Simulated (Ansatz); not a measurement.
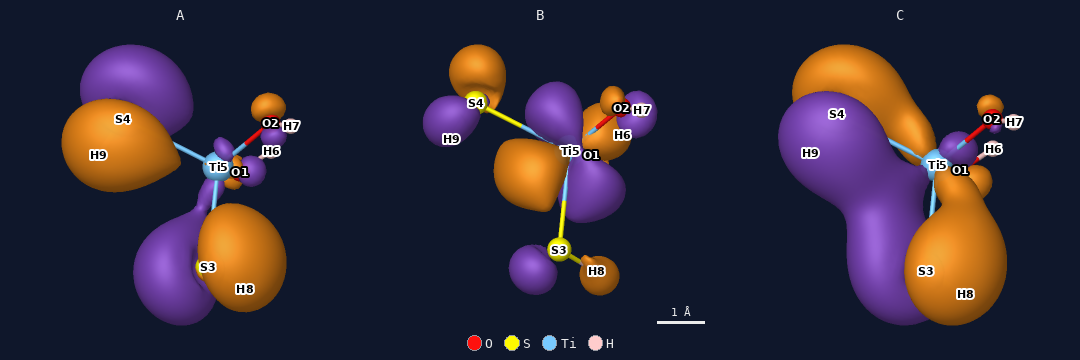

Figure. H4O2S2Ti. Three frontier orbitals at ±0.1 Å⁻³ᐟ² (orange and purple are the two phases), in no order.

Geometry: PBE0-D4/def2-SVP.

Method: isolated molecule in a Gaussian basis; Kohn-Sham density functional theory, functional PBE0 in Ansatz.

Input

```
basis:
  gaussian:
    orbitals: def2-TZVPD
crystal:
  periodic: [false, false, false]
  atoms:
    - {symbol: O, position_ang: [-0.349891, 1.063274, -1.219460]}
    - {symbol: O, position_ang: [1.867209, -0.393419, 0.034914]}
    - {symbol: S, position_ang: [-1.139664, -1.867630, 0.075922]}
    - {symbol: S, position_ang: [-0.131375, 1.004122, 2.149116]}
    - {symbol: Ti, position_ang: [0.166163, 0.019275, 0.105176]}
    - {symbol: H, position_ang: [0.095630, 1.577617, -1.899626]}
    - {symbol: H, position_ang: [2.427446, -1.167639, 0.146240]}
    - {symbol: H, position_ang: [-1.453013, -1.644020, -1.222532]}
    - {symbol: H, position_ang: [-1.393903, 1.362219, 1.813148]}
hamiltonian:
  xc: {name: PBE0}
output:
  forces: true
  orbitals: {seedname: orbitals}
```

Launched as:

```sh
ansatz run input.yaml --threads 2 --pin off --max-ram 5220MiB --events-out events.jsonl --progress --plain --runs-dir runs
```

Order the three orbitals by energy and name them.

Answer. C is the HOMO−1 (−7.89 eV). By Hirshfeld shares it lies mainly on S3 (about 45 %), S4 (about 35 %) and Ti5 (about 15 %); largely a combination of lone pairs on S3 and S4. A is the HOMO (−7.28 eV). Its weight (Hirshfeld) is mainly on S4 (about 45 %), S3 (about 40 %) and Ti5 (about 10 %); largely a combination of lone pairs on S4 and S3. B is the LUMO (−2.23 eV). It lies mainly on Ti5 (about 70 %), S4 (about 10 %) and S3 (about 10 %).

What is the HOMO–LUMO gap?

Answer. 5.05 eV between the orbital energies.
